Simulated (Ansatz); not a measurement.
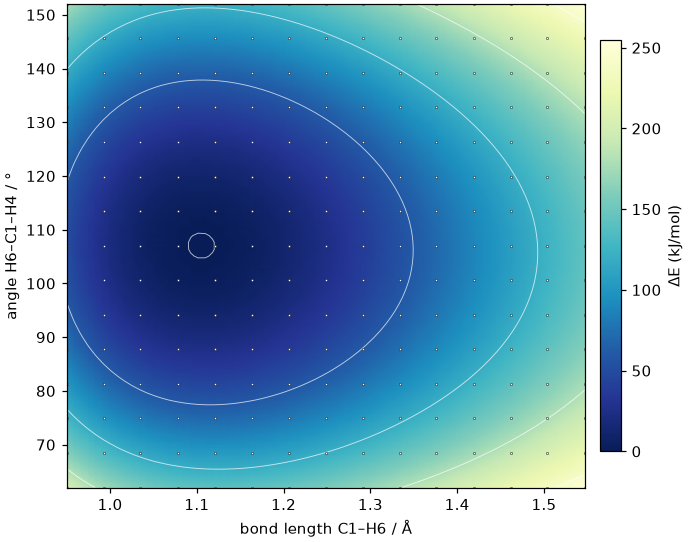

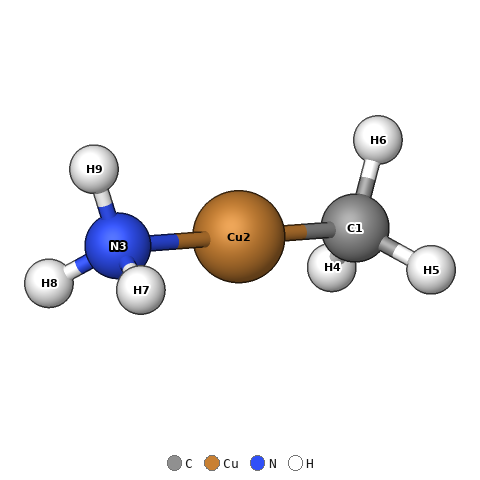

Energy landscape of CH₆CuN, SMILES [CH3][Cu-][NH3+]. First axis: bond length C1–H6. Second axis: angle H6–C1–H4. Nothing is relaxed (all other coordinates rigid). The grid has 15 × 15 points. Points are written as (first, second). All energies are given in kJ/mol relative to the lowest grid point. All numbers below come from Ansatz, RKS PBE0-D4/def2-SVP.

Drawn: a smooth colour map with a few white contour lines, dots at the grid points. Between grid points the surface is interpolated. The second picture is the structure at the lowest point.

> What does the map say about the system?

The lowest grid point is at (1.121 Å, 107.0°). No other kind of well shows on this grid. The highest grid point, (1.547 Å, 152.0°), lies 255 kJ/mol above the lowest. Round the minimum the two coordinates are nearly uncoupled.

Each point was launched as `ansatz run input.yaml --threads 1 --pin off --max-ram 2560MiB --backend cpu --events-out ev --progress --plain --runs-dir out`. The whole map (225 points run) took 27 min on 1 thread of Arm Neoverse N1 (shared host).
